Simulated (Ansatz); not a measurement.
CH6BClGe (SMILES ClB[CH2][GeH3])

Input

```
crystal:
  periodic: [false, false, false]
  atoms:
    - {symbol: C, position_ang: [0.357604, 0.874008, 0.126941]}
    - {symbol: B, position_ang: [-1.051050, 1.111342, 0.701621]}
    - {symbol: Cl, position_ang: [-2.500899, 0.532901, -0.143607]}
    - {symbol: Ge, position_ang: [1.090167, -0.812661, 0.926047]}
    - {symbol: H, position_ang: [1.070661, 1.648985, 0.429055]}
    - {symbol: H, position_ang: [-1.246199, 1.644478, 1.750600]}
    - {symbol: H, position_ang: [0.395599, 0.726488, -0.956662]}
    - {symbol: H, position_ang: [2.535738, -0.994618, 0.407401]}
    - {symbol: H, position_ang: [1.112490, -0.714017, 2.468268]}
    - {symbol: H, position_ang: [0.230606, -2.022361, 0.500183]}
basis:
  gaussian: {orbitals: def2-TZVPD}
hamiltonian: {xc: {name: PBE0}}
output: {forces: true, orbitals: {seedname: orbitals}}
```

Launched as:

```sh
ansatz run input.yaml --threads 1 --pin off --max-ram 2610MiB --events-out events.jsonl --progress --plain --runs-dir runs
```

Geometry: B3LYP/6-31G*.

The calculation used Ansatz, isolated molecule in a Gaussian basis; Kohn-Sham density functional theory, functional PBE0.

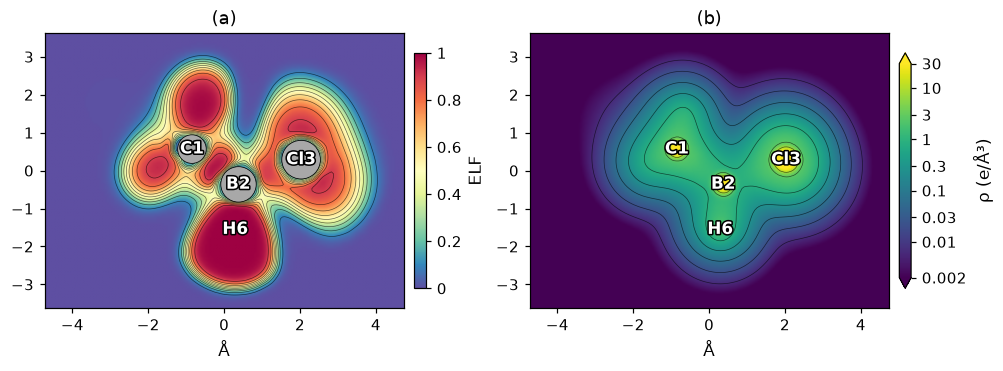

Figure 1. (a) electron localisation function; (b) electron density on the plane of atoms C1, B2 and H6. Grey discs cover the atomic cores in the ELF map.

Read the bonding off the picture.

Answer. Atoms in the plane: C, B, Cl and H.
C–B (1.54 Å): ρ at the midpoint is about 1.5 e/Å³; the ELF peaks at about 0.95 between the atoms: localised, covalent bonding.
B–Cl (1.78 Å): ρ at the midpoint is about 1.3 e/Å³; the ELF peaks at about 0.90 between the atoms, as expected for a shared but strongly polarised pair.
B–H (1.19 Å): ρ is about 1.3 e/Å³ halfway; the ELF climbs to about 1 towards the hydrogen, as it does in any bond to H (a covalent bond by its length).
The ELF also peaks beside Cl3, away from the bonds: lone-pair regions.

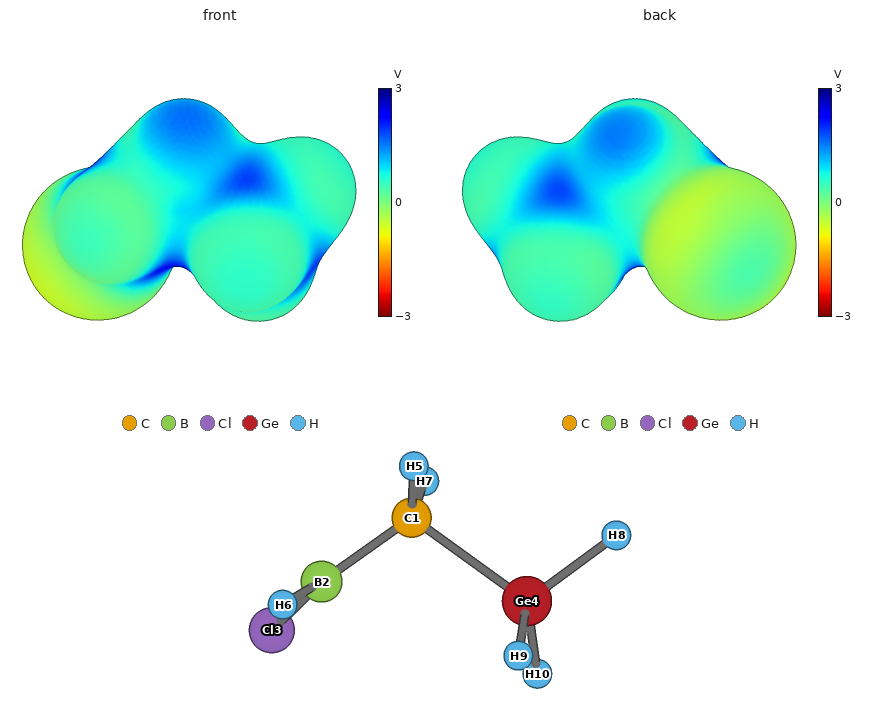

Figure 2. The molecular electrostatic potential painted on the density surface at 0.004 e/bohr³, seen from the front and from behind; red is negative and blue positive. The bare structure is drawn below in the same view.

Describe the electrostatic potential map.

Answer. The most negative region (about −0.6 V, or −14 kcal/mol for a unit charge) lies over Cl3, the most positive (about +2.1 V, or +48 kcal/mol for a unit charge) over B2 and Ge4. Cl3 shows a σ-hole: about +0.4 V, or +9 kcal/mol for a unit charge at the tip opposite its bond, against about −0.4 V, or −9 kcal/mol for a unit charge on its flanks.

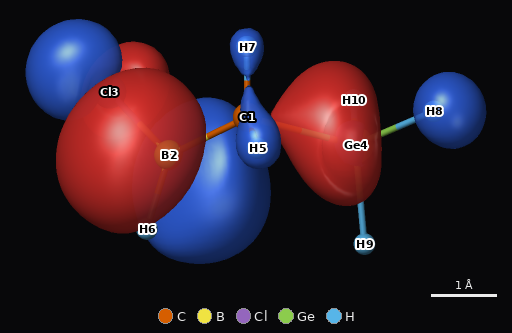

Figure 3. One frontier orbital at ±0.1 Å⁻³ᐟ² (red and blue are the two phases), seen from one side.

Which orbital is it: HOMO or LUMO?

Answer. The LUMO, at −1.39 eV. It lies mainly on B2 (about 45 %), Cl3 (about 15 %), Ge4 (about 15 %), C1 (about 10 %) and H6 (about 5 %).
